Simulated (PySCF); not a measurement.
Br₂ClH₅Si₄

```csv
atom,x (Å),y (Å),z (Å)
Cl,2.6105,-1.0409,-1.5177
Si,1.6190,-0.4804,0.1779
Si,-0.4320,-1.6440,0.4276
Si,-1.6985,0.2511,-0.2033
Si,0.3422,1.4879,-0.2251
Br,0.4750,2.9632,1.4994
Br,0.8107,2.7921,-2.0125
H,2.6463,-0.4294,1.2193
H,-0.6175,-2.8405,-0.3976
H,-0.6862,-2.0836,1.8036
H,-2.7094,0.7821,0.7149
H,-2.3588,0.2417,-1.5127
```

Geometry: GFN2-xTB.

Computed with CAM-B3LYP/def2-SVPD, SCF density, gas phase (PySCF).

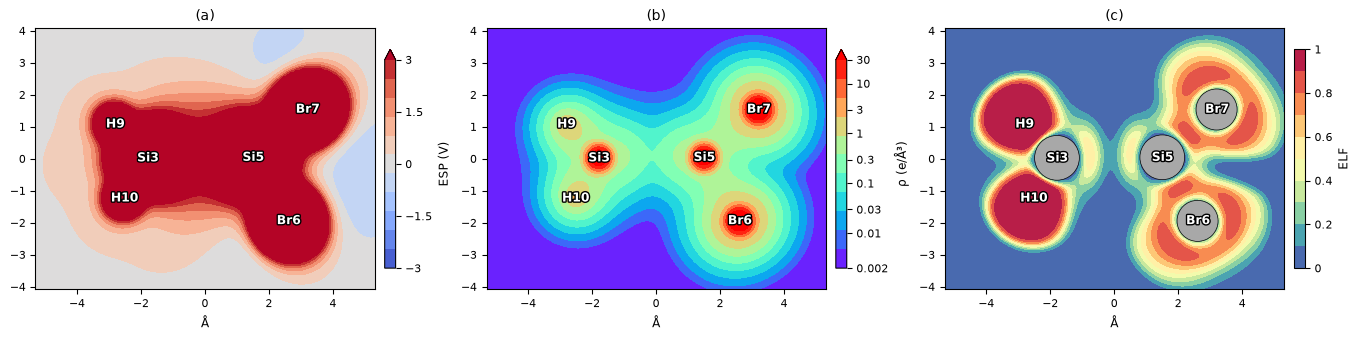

Figure 1. (a) molecular electrostatic potential; (b) electron density; (c) electron localisation function on the plane of atoms H9, Si3 and H10. Grey discs cover the atomic cores in the ELF map.

Q: What do the fields say about this system?

A:
- The section cuts through Si, Br and H sites.
- Si–Br (2.26 Å): the density is about 0.72 e/Å³ at the midpoint, with its minimum of 0.55 e/Å³ about 0.8 Å from Si; the ELF peaks at about 0.85 between the atoms; a polar covalent bond.
- Si–H (1.47 Å): ρ is about 0.79 e/Å³ halfway; the ELF climbs to about 1 towards the hydrogen, as it does in any bond to H.
- The ELF also peaks beside Br6 and Br7, away from the bonds: lone-pair regions.
- Outside the dense part of the molecule the potential is most negative (−0.6 V) near Br7.

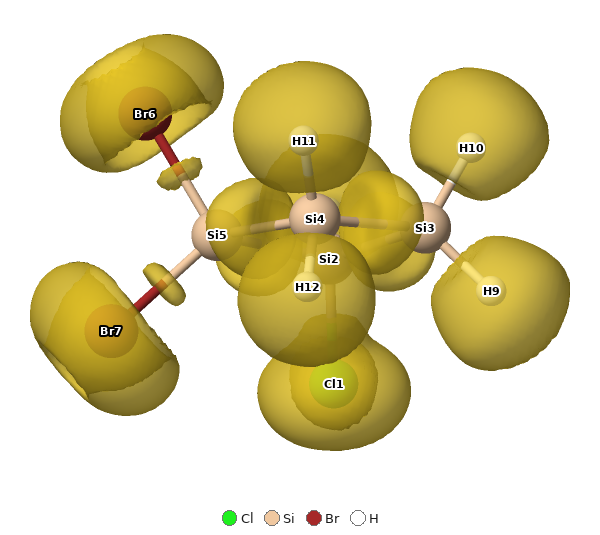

Figure 2. Isosurface of the ELF at 0.8 (yellow), seen from one side. Core shells and regions of very low density are left out.

Q: Describe the localisation domains.

A: The surface consists of two regions between bonded Br–Si atoms (shared pairs), four regions between bonded Si–Si atoms (shared pairs), five regions around hydrogen nuclei, one region on Cl in which the atom's valence shell and bonds are merged and two rings or bowls of non-bonding electrons around Br.


Si–Cl (2.04 Å): the ELF peaks at about 0.90 between the atoms; a shared but strongly polarised pair.

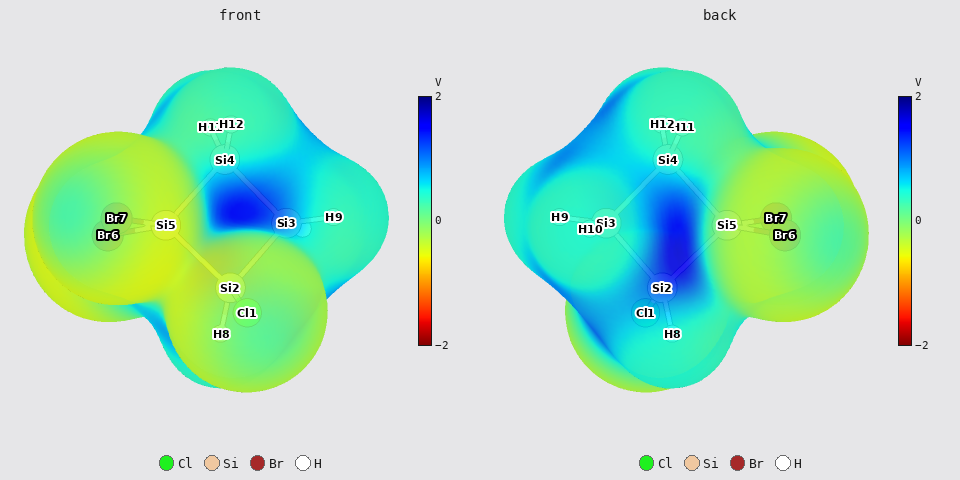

Figure 3. The molecular electrostatic potential painted on the density surface at 0.001 e/bohr³, seen from the front and from behind; the colour scale runs from red (negative) to blue (positive).

Q: Describe the electrostatic potential map.

A: The most negative region (about −0.6 V, or −14 kcal/mol for a unit charge) lies over Br6 and Br7, the most positive (about +1.5 V, or +35 kcal/mol for a unit charge) over Si2, Si3, Si4 and Si5. Br6 shows a σ-hole: about +0.2 V at the tip opposite its bond, against about −0.3 V, or −7 kcal/mol for a unit charge on its flanks. Br7 shows a σ-hole: about +0.2 V at the tip opposite its bond, against about −0.4 V, or −9 kcal/mol for a unit charge on its flanks.
